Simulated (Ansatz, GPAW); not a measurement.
## methylbenzenedithiol between two Ni chains: relaxation, then transmission at several levels

Aim: the conductance of methylbenzenedithiol between two Ni chains after relaxation, and whether geometry, basis or functional moves it most.

Method: Ansatz plane waves; relaxation of the junction with the lead ends held; PAW set soft_1, in the first sound run; inputs show where later runs differ, in GPAW 26.7.0 and Ansatz 0.2.0.

### Step 1. The starting structure

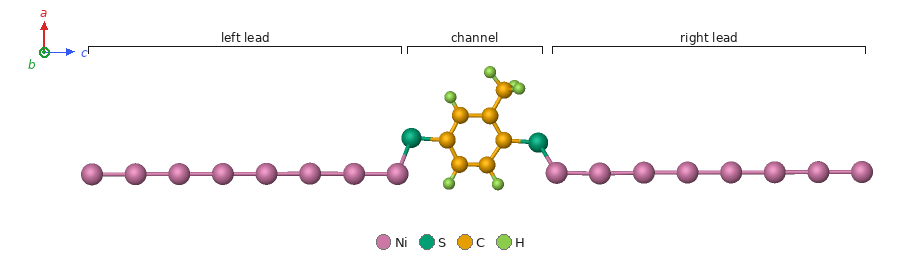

Start, viewed from the side, with the c axis across the page; nickel pink, sulfur teal, carbon orange, hydrogen green.

The cell holds 31 atoms: 16 Ni, 2 S, 7 C and 6 H. Its edges and angles: a = 16.408 Å, b = 11.227 Å, c = 40.292 Å, α = 90.0°, β = 90.0°, γ = 90.0°. Regions: left lead, 8 atoms (8 Ni); channel, 15 atoms (2 S, 7 C and 6 H); right lead, 8 atoms (8 Ni). Vacuum lies along a and b. The structure is stacked along c, and the current runs across the ab planes.

### Step 2. Relaxing the atoms

Transmission follows bond lengths closely, so the atoms between the held lead ends are relaxed first, from a slightly shaken start that lets symmetry break.

input.yaml

```yaml
crystal:
  lattice:
    - [16.4076762891, 0.0, 0.0]
    - [0.0, 11.2273015641, 0.0]
    - [0.0, 0.0, 40.2917127116]
  atoms:
    - { symbol: Ni, position: [0.5, 0.5, 0.0268045195], spin: 1.0 }
    - { symbol: Ni, position: [0.5, 0.5, 0.0804135586], spin: 1.0 }
    - { symbol: Ni, position: [0.5, 0.5, 0.1340225976], spin: 1.0 }
    - { symbol: Ni, position: [0.5, 0.5, 0.1876316367], spin: 1.0 }
    - { symbol: Ni, position: [0.5, 0.5, 0.2412406757], spin: 1.0 }
    - { symbol: Ni, position: [0.5, 0.5, 0.2948497148], spin: 1.0 }
    - { symbol: Ni, position: [0.4992772262, 0.5007051959, 0.3489108033], spin: 1.0 }
    - { symbol: Ni, position: [0.4982224909, 0.5020512433, 0.4022577015], spin: 1.0 }
    - { symbol: S, position: [0.6041730032, 0.3909581783, 0.4223537773] }
    - { symbol: C, position: [0.5971713685, 0.3880298974, 0.4664616058] }
    - { symbol: H, position: [0.4662125586, 0.3801921626, 0.4687843164] }
    - { symbol: H, position: [0.7261835661, 0.3852300933, 0.4704118483] }
    - { symbol: C, position: [0.5239405551, 0.3767217385, 0.4818238668] }
    - { symbol: C, position: [0.6713803406, 0.3810751261, 0.4827065171] }
    - { symbol: C, position: [0.5218659585, 0.3685805917, 0.5158216262] }
    - { symbol: C, position: [0.6695768667, 0.3769024559, 0.5192272621] }
    - { symbol: H, position: [0.8008164177, 0.3742614234, 0.5194838638] }
    - { symbol: H, position: [0.46374113, 0.3701582421, 0.5291338775] }
    - { symbol: C, position: [0.5959675612, 0.3716170843, 0.5363828807] }
    - { symbol: C, position: [0.7463447296, 0.3663835005, 0.5370126143] }
    - { symbol: H, position: [0.7569597438, 0.2883759295, 0.5517186174] }
    - { symbol: H, position: [0.7526538101, 0.4453767091, 0.5533012062] }
    - { symbol: S, position: [0.588425792, 0.3642984529, 0.5789086245] }
    - { symbol: Ni, position: [0.5003311609, 0.4982696532, 0.5979471431], spin: 1.0 }
    - { symbol: Ni, position: [0.4979626066, 0.4998756041, 0.6509934259], spin: 1.0 }
    - { symbol: Ni, position: [0.5, 0.5, 0.7051502852], spin: 1.0 }
    - { symbol: Ni, position: [0.5, 0.5, 0.7587593243], spin: 1.0 }
    - { symbol: Ni, position: [0.5, 0.5, 0.8123683633], spin: 1.0 }
    - { symbol: Ni, position: [0.5, 0.5, 0.8659774024], spin: 1.0 }
    - { symbol: Ni, position: [0.5, 0.5, 0.9195864414], spin: 1.0 }
    - { symbol: Ni, position: [0.5, 0.5, 0.9731954805], spin: 1.0 }
magnetization:
  spin_polarized: true
kpoints:
  mp_grid: { grid: [1, 1, 2] }
hamiltonian:
  xc: pbe
  pseudopotentials: { kind: paw, azcp: { folder: soft_1 } }
scf:
  occupations: { method: fermi_dirac, width: 0.1 }
relax:
  f_tol: 0.03
  max_steps: 80
  constraints: [{ sites: [0, 1, 2, 3, 4, 5, 25, 26, 27, 28, 29, 30] }]
```

Run with:

```
$ ansatz run input.yaml --threads 4 --pin off --max-ram 8192MiB --backend cpu --events-out ev --progress --plain --runs-dir out
```

Numbers of over 12 decimals in the logs are rounded to 6 here.

What it wrote:

```text
projector tables: rebuilt, as memory chose (as under --projector-tables rebuilt)
Engine: ansatz 0.2.0, aarch64-unknown-linux-gnu
Pseudopotentials: kind: paw
Pseudopotential: Ni, paw, valence charge 18, recommended cutoff 420 eV (normal), soft_1/Ni.paw.azcp
Pseudopotential: S, paw, valence charge 6, recommended cutoff 420 eV (normal), soft_1/S.paw.azcp
Pseudopotential: C, paw, valence charge 4, recommended cutoff 420 eV (normal), soft_1/C.paw.azcp
Pseudopotential: H, paw, valence charge 1, recommended cutoff 420 eV (normal), soft_1/H.paw.azcp
Functional definition: PBE
  parameter kappa = 0.804
  parameter beta = 0.066725
  exchange = pbe_x(kappa = kappa, mu = beta*pi^2/3)
  correlation = pbe_c(beta = beta)
Crystal: 31 atoms, lattice volume = 7422.295 Å³
Basis set: ecut = 420 eV, 145129 PW (Γ), exchange–correlation on 240×160×540 points (8 copies of the dense FFT grid, shifted against one another)
Bands: 210, of which v1, the nominal top of the filled ones, is band 167 counted from 1 (166 counted from 0)
Symmetry: 1 space group operations
Space group: P1 (ITA 1), of the structure as read, at distance tolerance 2.0e-4 Å
Magnetic group: BNS 1.1 (UNI 1), of the structure as read, at distance tolerance 2.0e-4 Å
k-points: 2
Non-local potential: Ni, projectors of the file, l = 0: 3, l = 1: 2, l = 2: 3, l = 3: 1
Non-local potential: S, projectors of the file, l = 0: 2, l = 1: 2, l = 2: 1
Non-local potential: C, projectors of the file, l = 0: 2, l = 1: 2, l = 2: 1
Non-local potential: H, projectors of the file, l = 0: 2, l = 1: 1
PAW form: soft (Blöchl's): semilocal exchange-correlation on the pseudo side does not see the compensation charge
PAW one-centre angular grid: Ni, 590 points (default); XC on 64 Gauss nodes
PAW one-centre angular grid: S, 110 points (default); XC on 64 Gauss nodes
PAW one-centre angular grid: C, 110 points (default); XC on 64 Gauss nodes
PAW one-centre angular grid: H, 110 points (default); XC on 64 Gauss nodes
Initial density: superposition of atomic densities (neutral atoms: chi_scale 0, normalization atom)
Starting moments: Σ|m| = 16 μB on 16 of 31 sites
Initial wavefunctions: pseudopotential atomic-orbital guess
Functional: x = pbe(κ = 0.804, μ = 0.219515), c = pbe(β = 0.066725)
SCF iter   1: F=—  HF=-97035.902561 eV  |F-HF|=—  |Δ(HF+E_count)|=         —  Δρ=1.85e-2 (↑1.85e-2 ↓9.60e-3)  dr2=5.58e1  dr2_m=3.12e0  M=19.505 μB ∫|m|=19.653 μB  β_m=0.30  ethr=3.10e-3  ⟨swp⟩=15.8  Hψ=7820  notcnv=0  defer=74
Mixer restart at iter 1: flushing history
preconditioner: auto → LDOS  [metal: Δε(μ)=0.011 eV  Ē_g=5.370 eV  σ=0.100 eV  W_gap=0.03  n_scr=524 (ndim 8)  ℏωp=6.1 eV  f_vac=0.854  D(μ)=60.79/eV (n_scr^D=220)]
spin=Collinear: LDOS preconditioning applied to the charge; magnetization (m = ρ↑ − ρ↓) channel mixes plain (no charge-response kernel on spin).
SCF iter   2: F=—  HF=-97038.481808 eV  |F-HF|=—  |Δ(HF+E_count)|=    2.58e0  Δρ=9.56e-3 (↑9.56e-3 ↓6.46e-3)  dr2=1.51e1  dr2_m=2.02e0  M=19.972 μB ∫|m|=20.207 μB  β_m=0.45  ethr=3.10e-3  ⟨swp⟩=3.0  Hψ=2269  notcnv=0  defer=74
SCF iter   3: F=—  HF=-97045.458907 eV  |F-HF|=—  |Δ(HF+E_count)|=    6.98e0  Δρ=2.64e-3 (↑2.64e-3 ↓2.27e-3)  dr2=1.58e0  dr2_m=2.07e-1  M=19.547 μB ∫|m|=20.021 μB  β_m=0.54  ethr=3.10e-3  ⟨swp⟩=6.2  Hψ=2421  notcnv=0  defer=59
SCF iter   4: F=—  HF=-97047.663136 eV  |F-HF|=—  |Δ(HF+E_count)|=    2.20e0  Δρ=1.38e-3 (↑1.38e-3 ↓1.14e-3)  dr2=3.13e-1  dr2_m=3.94e-2  M=18.982 μB ∫|m|=19.644 μB  β_m=0.57  ethr=4.74e-4  ⟨swp⟩=4.8  Hψ=2277  notcnv=0  defer=58
SCF iter   5: F=—  HF=-97047.839072 eV  |F-HF|=—  |Δ(HF+E_count)|=   1.76e-1  Δρ=9.27e-4 (↑8.78e-4 ↓9.27e-4)  dr2=3.84e-2  dr2_m=4.89e-2  M=18.507 μB ∫|m|=19.213 μB  β_m=0.78  ethr=9.39e-5  ⟨swp⟩=2.5  Hψ=1923  notcnv=0  defer=58
SCF iter   6: F=—  HF=-97047.964327 eV  |F-HF|=—  |Δ(HF+E_count)|=         —  Δρ=7.53e-4 (↑6.53e-4 ↓7.53e-4)  dr2=2.34e-2  dr2_m=2.73e-2  M=18.132 μB ∫|m|=18.851 μB  β_m=0.78  ethr=1.15e-5  ⟨swp⟩=3.5  Hψ=2504  notcnv=0  defer=58
SCF iter   7: F=—  HF=-97047.977083 eV  |F-HF|=—  |Δ(HF+E_count)|=   1.28e-2  Δρ=2.90e-4 (↑1.11e-4 ↓2.90e-4)  dr2=4.50e-3  dr2_m=2.02e-3  M=18.019 μB ∫|m|=18.735 μB  β_m=0.84  ethr=6.99e-6  ⟨swp⟩=2.2  Hψ=2115  notcnv=0  defer=58
SCF iter   8: F=—  HF=-97047.979962 eV  |F-HF|=—  |Δ(HF+E_count)|=   2.88e-3  Δρ=1.71e-4 (↑1.04e-4 ↓1.71e-4)  dr2=3.51e-3  dr2_m=1.52e-4  M=17.997 μB ∫|m|=18.713 μB  β_m=0.70  ethr=1.35e-6  ⟨swp⟩=2.0  Hψ=2368  notcnv=0  defer=58
SCF iter   9: F=—  HF=-97047.979645 eV  |F-HF|=—  |Δ(HF+E_count)|=   3.17e-4  Δρ=6.07e-5 (↑1.94e-5 ↓6.07e-5)  dr2=1.91e-4  dr2_m=6.13e-5  M=17.992 μB ∫|m|=18.707 μB  β_m=0.83  ethr=1.05e-6  ⟨swp⟩=2.0  Hψ=2095  notcnv=0  defer=58
SCF iter  10: F=—  HF=-97047.979847 eV  |F-HF|=—  |Δ(HF+E_count)|=   2.03e-4  Δρ=3.24e-5 (↑2.04e-5 ↓3.24e-5)  dr2=1.12e-4  dr2_m=1.31e-5  M=17.991 μB ∫|m|=18.704 μB  β_m=0.78  ethr=5.73e-8  ⟨swp⟩=2.5  Hψ=2492  notcnv=0  defer=58
SCF iter  11: F=—  HF=-97047.979873 eV  |F-HF|=—  |Δ(HF+E_count)|=   2.56e-5  Δρ=2.47e-5 (↑1.04e-5 ↓2.47e-5)  dr2=4.41e-5  dr2_m=8.85e-6  M=17.992 μB ∫|m|=18.705 μB  β_m=0.78  ethr=3.35e-8  ⟨swp⟩=3.0  Hψ=2146  notcnv=0  defer=58
SCF iter  12: F=—  HF=-97047.979892 eV  |F-HF|=—  |Δ(HF+E_count)|=   1.92e-5  Δρ=1.59e-5 (↑4.21e-6 ↓1.59e-5)  dr2=7.60e-6  dr2_m=4.50e-6  M=17.993 μB ∫|m|=18.705 μB  β_m=0.89  ethr=1.32e-8  ⟨swp⟩=3.0  Hψ=2325  notcnv=0  defer=58
SCF iter  13: F=—  HF=-97047.979916 eV  |F-HF|=—  |Δ(HF+E_count)|=   2.38e-5  Δρ=1.38e-5 (↑5.30e-6 ↓1.38e-5)  dr2=8.54e-6  dr2_m=2.95e-6  M=17.993 μB ∫|m|=18.706 μB  β_m=0.95  ethr=2.28e-9  ⟨swp⟩=3.0  Hψ=2394  notcnv=0  defer=58
SCF iter  14: F=—  HF=-97047.979931 eV  |F-HF|=—  |Δ(HF+E_count)|=   1.47e-5  Δρ=1.18e-5 (↑4.92e-6 ↓1.18e-5)  dr2=5.82e-6  dr2_m=2.64e-6  M=17.994 μB ∫|m|=18.707 μB  β_m=0.97  ethr=2.28e-9  ⟨swp⟩=2.0  Hψ=2389  notcnv=0  defer=58
SCF iter  15: F=—  HF=-97047.979941 eV  |F-HF|=—  |Δ(HF+E_count)|=   1.07e-5  Δρ=2.12e-5 (↑2.94e-6 ↓2.12e-5)  dr2=4.37e-5  dr2_m=7.27e-6  M=17.993 μB ∫|m|=18.706 μB  β_m=0.99  ethr=1.74e-9  ⟨swp⟩=2.0  Hψ=2362  notcnv=0  defer=58
SCF iter  16: F=-97047.979944 eV  HF=-97047.979955 eV  |F-HF|=1.04e-5  |Δ(HF+E_count)|=   1.35e-5  Δρ=1.12e-5 (↑4.24e-6 ↓1.12e-5)  dr2=1.31e-5  dr2_m=1.44e-6  M=17.994 μB ∫|m|=18.708 μB  ethr=1.74e-9  ⟨swp⟩=2.0  Hψ=4276  notcnv=0
SCF 1 converged in 16 iterations: F = -97047.979944 eV  dr2 = 1.31e-5
  greatest PAW one-centre occupation: 1.001 electrons in one spin orbital (limit 2), on the Ni atom at site 7 (counted from 0), in its partial waves of l = 1
[...]
SCF iter   2: F=—  HF=-97050.054962 eV  |F-HF|=—  |Δ(HF+E_count)|=   9.30e-3  Δρ=1.82e-4 (↑1.53e-4 ↓1.82e-4)  dr2=3.35e-3  dr2_m=2.56e-4  M=17.592 μB ∫|m|=18.598 μB  β_m=0.50  ethr=9.63e-7  ⟨swp⟩=4.0  Hψ=3438  notcnv=0
SCF iter   3: F=—  HF=-97050.055380 eV  |F-HF|=—  |Δ(HF+E_count)|=   4.19e-4  Δρ=9.11e-5 (↑7.40e-5 ↓9.11e-5)  dr2=5.70e-4  dr2_m=6.91e-5  M=17.592 μB ∫|m|=18.598 μB  β_m=0.67  ethr=9.63e-7  ⟨swp⟩=3.0  Hψ=1611  notcnv=0
SCF iter   4: F=—  HF=-97050.055709 eV  |F-HF|=—  |Δ(HF+E_count)|=   3.29e-4  Δρ=2.08e-5 (↑1.01e-5 ↓2.08e-5)  dr2=3.62e-5  dr2_m=5.70e-6  M=17.592 μB ∫|m|=18.598 μB  β_m=0.64  ethr=1.71e-7  ⟨swp⟩=4.5  Hψ=1831  notcnv=0
SCF iter   5: F=—  HF=-97050.055728 eV  |F-HF|=—  |Δ(HF+E_count)|=   1.93e-5  Δρ=9.46e-6 (↑9.46e-6 ↓5.42e-6)  dr2=5.76e-6  dr2_m=1.79e-6  M=17.592 μB ∫|m|=18.598 μB  β_m=0.72  ethr=1.08e-8  ⟨swp⟩=5.0  Hψ=2245  notcnv=0
SCF iter   6: F=—  HF=-97050.055731 eV  |F-HF|=—  |Δ(HF+E_count)|=   2.64e-6  Δρ=4.03e-6 (↑4.03e-6 ↓3.41e-6)  dr2=9.18e-7  dr2_m=7.02e-7  M=17.592 μB ∫|m|=18.598 μB  β_m=0.86  ethr=1.72e-9  ⟨swp⟩=4.0  Hψ=1818  notcnv=0
SCF iter   7: F=—  HF=-97050.055735 eV  |F-HF|=—  |Δ(HF+E_count)|=   4.10e-6  Δρ=2.24e-6 (↑2.24e-6 ↓2.23e-6)  dr2=8.70e-7  dr2_m=1.08e-7  M=17.592 μB ∫|m|=18.598 μB  β_m=0.81  ethr=2.75e-10  ⟨swp⟩=4.0  Hψ=2323  notcnv=0
SCF iter   8: F=—  HF=-97050.055736 eV  |F-HF|=—  |Δ(HF+E_count)|=   1.01e-6  Δρ=1.31e-6 (↑9.01e-7 ↓1.31e-6)  dr2=1.96e-7  dr2_m=1.43e-8  M=17.592 μB ∫|m|=18.598 μB  β_m=0.77  ethr=2.61e-10  ⟨swp⟩=4.0  Hψ=2121  notcnv=0
SCF iter   9: F=—  HF=-97050.055736 eV  |F-HF|=—  |Δ(HF+E_count)|=   2.16e-7  Δρ=7.24e-7 (↑4.70e-7 ↓7.24e-7)  dr2=3.44e-8  dr2_m=8.00e-9  M=17.592 μB ∫|m|=18.597 μB  β_m=0.86  ethr=5.86e-11  ⟨swp⟩=4.0  Hψ=2036  notcnv=0
SCF iter  10: F=-97050.055736 eV  HF=-97050.055736 eV  |F-HF|=7.03e-8  |Δ(HF+E_count)|=   1.71e-8  Δρ=8.11e-7 (↑2.14e-7 ↓8.11e-7)  dr2=4.25e-8  dr2_m=8.79e-9  M=17.592 μB ∫|m|=18.597 μB  ethr=1.33e-11 (applied; sched 1.03e-11)  ⟨swp⟩=4.2  Hψ=2218  notcnv=0
SCF 35 converged in 10 iterations: F = -97050.055736 eV  dr2 = 4.25e-8
  Residual-converged pass: ⟨swp⟩=2.0  Hψ=1152  notcnv=0  max |occ|·‖R‖ = 6.3e-6 eV (tolerance 6.7e-6 eV)  dr2=4.27e-8  dr2_m=8.84e-9  dr2_onsite=2.22e-8  max |Δocc| = 2.1e-12
relax step  35: F+E_penalty+E_count = -97050.05573637 eV  Δ(F+E_penalty+E_count) = -2.390e-4 eV  max|allowed force component| = 7.812e-3 eV/Å  Δτ_max = 0.0352 Å  (10 SCF iters, accepted)
SCF converged after 10 iterations
Magnetization: 17.5920 μB (175.7960 up, 158.2040 down)
Absolute magnetization: 18.6029 μB (∫|ρ↑−ρ↓|, with the PAW one-centre terms)
Spin contamination: 0.2442 ħ² per cell (⟨S²⟩ above its minimum at these occupations)
Per-site moments (μB) at R_I (Å): [(1.091940, 0.891000), (1.087322, 0.891000), (1.094317, 0.891000), (1.073238, 0.891000), (1.103457, 0.891000), (1.038892, 0.891000), (0.999717, 0.905846), (0.871492, 0.866681), (0.046993, 0.727791), (0.0055339, 0.582133), (-6.662405284155867e-5, 0.449658), (-0.000124875, 0.450281), (0.00248287, 0.449658), (0.00383841, 0.450281), (0.00335284, 0.449918), (0.00401895, 0.575684), (0.0005 [...]
Free energy (F): -97050.055736 eV
Harris-Foulkes:  -97050.055736 eV  (|F-HF|=7.03e-8)
Internal energy: -97048.591593 eV  (E = F + TS)
E sigma→0 (E₀):  -97049.323665 eV
Entropy (-TS):   -1.464144 eV (-47.230 meV/atom)
Fermi energy:    -4.114130 eV
--- Per-component energies (eV) ---
  E_band       = -11286.630746
  E_kinetic    = 6292.259549
  E_local      = -176300.929366  (includes V_loc(G=0)·N_el)
  E_nonlocal   = -1532.824541
  E_hartree    = 86507.796937
  E_xc         = -2297.097036
  E_vxc        = -2873.177927  (∫ρ·V_xc dr)
  E_paw        = -28551.122827  (= ΣΔE_a)
  E_vpaw       = -9887.558240  (= ΣTr[D̂ρ^β])
  E_aug_tail   = 0.008383  (compensation charges beyond the density's cutoff)
  E_ewald      = 18833.317308
  E_smearing   = -1.464144  (= −TS)
  E_closure    = 0.000000  (closes the sum)
  Σ components = -97050.055736   (vs F -97050.055736, Δ=0.00e0)
--- Forces (eV/Å), atoms counted from 1 ---
  atom   1  Ni    -0.00101576     0.00696950     0.04547185
  atom   2  Ni     0.00358705    -0.00244066    -0.02373847
  atom   3  Ni    -0.00095893    -0.00197197    -0.04975437
  atom   4  Ni    -0.01345045     0.02035483     0.10259612
  atom   5  Ni     0.10515852    -0.14704086     0.05531147
  atom   6  Ni    -0.10660557     0.12291248     0.56847133
  atom   7  Ni     0.00117258    -0.00040897     0.00059752
  atom   8  Ni     0.00046390     0.00012016     0.00170321
  atom   9  S     -0.00394932     0.00239954     0.00131565
  atom  10  C      0.00635830    -0.00141297    -0.00194707
  atom  11  H      0.00086286     0.00140336     0.00211784
  atom  12  H     -0.00137355    -0.00004333     0.00020697
  atom  13  C     -0.00573822    -0.00066260     0.00677037
  atom  14  C     -0.00274667     0.00073729     0.00270256
  atom  15  C      0.00388590     0.00368985    -0.00781215
  atom  16  C      0.00550911     0.00249962    -0.00484086
  atom  17  H     -0.00174473     0.00104864     0.00177708
  atom  18  H     -0.00048931     0.00027885     0.00092733
  atom  19  C     -0.00419062    -0.00567160     0.00130140
  atom  20  C     -0.00504814    -0.00660941    -0.00261010
  atom  21  H      0.00023158     0.00248506    -0.00231565
  atom  22  H      0.00164565     0.00072951    -0.00019050
  atom  23  S     -0.00148089    -0.00009346    -0.00012476
  atom  24  Ni     0.00140826     0.00152513     0.00060382
  atom  25  Ni    -0.00071400    -0.00601887    -0.00399649
  atom  26  Ni     0.11950558     0.12802465    -0.56124250
  atom  27  Ni    -0.11207874    -0.14461925    -0.06173283
  atom  28  Ni     0.01304287     0.01875748    -0.10038046
  atom  29  Ni     0.00156891    -0.00134080     0.05256148
  atom  30  Ni    -0.00366898    -0.00250226     0.02059643
  atom  31  Ni     0.00094102     0.00686073    -0.04432107
  max |Σ_I F_I| component: 8.82e-5 eV/Å
--- Relaxed structure (35 steps of the walk, 35 accepted, 0 SCFs on fresh bases) ---
  F+E_penalty+E_count = -97050.05573637 eV   max|allowed force component| = 7.812e-3 eV/Å
  atoms:
    - { symbol: Ni, position: [0.5, 0.5, 0.026805] }
    - { symbol: Ni, position: [0.5, 0.5, 0.0804135586] }
    - { symbol: Ni, position: [0.5, 0.5, 0.134023] }
    - { symbol: Ni, position: [0.5, 0.5, 0.1876316367] }
    - { symbol: Ni, position: [0.5, 0.5, 0.2412406757] }
    - { symbol: Ni, position: [0.5, 0.5, 0.2948497148] }
    - { symbol: Ni, position: [0.551538, 0.398250, 0.336397] }
    - { symbol: Ni, position: [0.512629, 0.481879, 0.383221] }
    - { symbol: S, position: [0.577190, 0.488577, 0.428215] }
    - { symbol: C, position: [0.529008, 0.478610, 0.467264] }
    - { symbol: H, position: [0.402613, 0.459896, 0.452159] }
    - { symbol: H, position: [0.646430, 0.493790, 0.491123] }
    - { symbol: C, position: [0.444562, 0.466842, 0.473049] }
    - { symbol: C, position: [0.580930, 0.485697, 0.495302] }
    - { symbol: C, position: [0.414759, 0.464153, 0.505245] }
    - { symbol: C, position: [0.551995, 0.484668, 0.527872] }
    - { symbol: H, position: [0.673603, 0.499396, 0.548075] }
    - { symbol: H, position: [0.349359, 0.455130, 0.509394] }
    - { symbol: C, position: [0.466644, 0.474501, 0.533253] }
    - { symbol: C, position: [0.610088, 0.495249, 0.556478] }
    - { symbol: H, position: [0.604157, 0.418665, 0.573510] }
    - { symbol: H, position: [0.597450, 0.576335, 0.571079] }
    - { symbol: S, position: [0.417377, 0.478071, 0.572114] }
    - { symbol: Ni, position: [0.487856, 0.480320, 0.615635] }
    - { symbol: Ni, position: [0.446762, 0.403373, 0.662961] }
    - { symbol: Ni, position: [0.5, 0.5, 0.7051502852] }
    - { symbol: Ni, position: [0.5, 0.5, 0.7587593243] }
    - { symbol: Ni, position: [0.5, 0.5, 0.8123683633] }
    - { symbol: Ni, position: [0.5, 0.5, 0.8659774024] }
    - { symbol: Ni, position: [0.5, 0.5, 0.9195864414] }
    - { symbol: Ni, position: [0.5, 0.5, 0.973195] }
```

The job ended after 2.5 h (4 threads of Arm Neoverse V2, shared host; peak memory 7.7 GiB; 9.7 h of CPU time).

[end of part 1 of 4]

[Logs are printed without paths, hosts, clocks, repeated set-up lines and the standing remarks that a program may print on its own settings, such as how far it seeks lower states.]

[Hosts, paths, dates, database ids (printed as entryN), source tags and the programs' standing remarks are cut or masked in the printed files.]
